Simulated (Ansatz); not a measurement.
# BCl2(vinyl) (C2H3BCl2): geometry, orbitals and charge

Aim: characterise BCl2(vinyl) (C2H3BCl2) as a singlet: its structure, frontier levels and distribution of charge.

The runs use Ansatz 0.2.0, Gaussian basis; RKS PBE0-D4/def2-TZVP.

Plan: relaxation at PBE-D4/def2-SVP; a search for the lowest solution at PBE0-D4/def2-SVP; a single point at PBE0-D4/def2-TZVP.

## (1) The system as given

8 atoms, charge 0, spin multiplicity 1.

Atoms are counted from 1 here; the program's logs count them from 0.

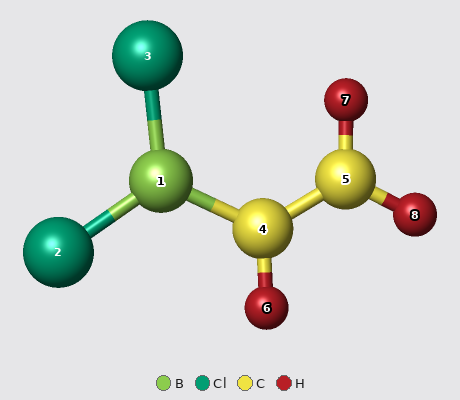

Start geometry, drawn with boron green, chlorine teal, carbon yellow, hydrogen red; atoms are numbered from 1 in the order of the file.

Coordinates:

```xyz
8

B     0.7015    0.9574   -0.3706
Cl    1.9863    1.2930   -1.4657
Cl    0.0942    2.2442    0.5981
C     0.1124   -0.4757   -0.2677
C    -0.8630   -0.8301    0.5689
H     0.5258   -1.2381   -0.9177
H    -1.3097   -0.1146    1.2405
H    -1.2474   -1.8360    0.6143
```

The start is a GFN2-xTB geometry.

## (2) Relaxation at PBE-D4/def2-SVP

Input file in.yaml:

```yaml
crystal:
  periodic: [false, false, false]
  atoms:
    - {symbol: B, position_ang: [0.701500, 0.957360, -0.370630]}
    - {symbol: Cl, position_ang: [1.986300, 1.292950, -1.465740]}
    - {symbol: Cl, position_ang: [0.094220, 2.244180, 0.598110]}
    - {symbol: C, position_ang: [0.112350, -0.475680, -0.267740]}
    - {symbol: C, position_ang: [-0.862990, -0.830090, 0.568890]}
    - {symbol: H, position_ang: [0.525770, -1.238100, -0.917720]}
    - {symbol: H, position_ang: [-1.309690, -0.114640, 1.240520]}
    - {symbol: H, position_ang: [-1.247450, -1.835970, 0.614300]}
basis:
  gaussian: {orbitals: def2-SVP}
hamiltonian: {xc: pbe, dispersion: d4}
scf: {omitted_lower_state_checks: [starts]}
output: {orbitals: {seedname: orbitals}}
relax: {f_tol: 0.02, max_steps: 100}
```

Command:

```bash
$ ansatz run in.yaml --threads 2 --pin off --events-out ev --progress --plain --max-ram 4352MiB
```

Further steps of the session: Searching for the lowest solution, PBE0-D4/def2-SVP; Single point, PBE0-D4/def2-TZVP.

Q: Predict the results of all the runs planned. Wanted: point group; commonest bond, hydrogen aside; HOMO, LUMO at PBE0-D4/def2-TZVP; dipole at PBE-D4/def2-SVP.

**Answer**, as computed:

| quantity | value |
| --- | --- |
| point group | Cs |
| commonest bond, hydrogen aside | B–Cl, 2 of mean length 1.766 Å |
| HOMO, LUMO at PBE0-D4/def2-TZVP | -8.48, -2.27 eV |
| dipole at PBE-D4/def2-SVP | 1.69 D |

What this shows: The molecule keeps its bonding pattern by the stored test; the atoms moved 0.03 Å (rms). No usable vibrations, so a minimum isn't proven. The point group is read from a loosely relaxed geometry; soft torsions can leave it below the true symmetry.
